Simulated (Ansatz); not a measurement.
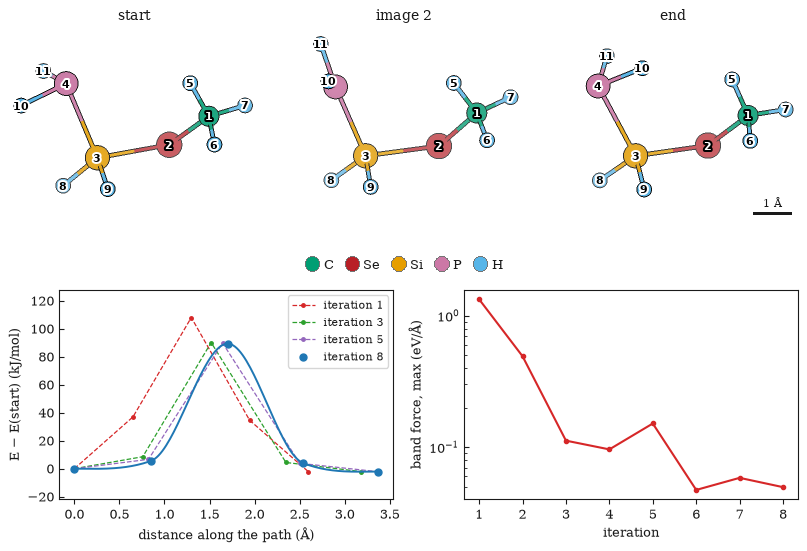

NEB run on CH7PSeSi. Images are numbered from 0 (start) to 4 (end). The plot follows the band through its iterations. The picture is a ball-and-stick view, seen at a tilt.

These are results of RKS PBE-D4/def2-mTZVP in Ansatz 0.2.0, not measurements. Settings: 3 movable images; climbing image; force threshold 0.05 eV/Å; iteration limit 60; starting path by image-dependent pair potential.

> How did the profile develop, and is the result final?

The run is converged, with reservations. The band converged in 8 iterations. The largest component of the band force went from 1.3 to 0.05 eV/Å. The climbing image converged on the top of the path. Its curvatures weren't checked. So few images resolve the path coarsely. The first iteration put the highest image at 108.1 kJ/mol. The energy climbs by 89.3 kJ/mol to image 2 and then falls by 91.4 kJ/mol, so the end point sits at −2.1 kJ/mol.

Cost: 70 s on 2 threads of Arm Neoverse V1, on a shared host, peak memory 0.18 GiB.
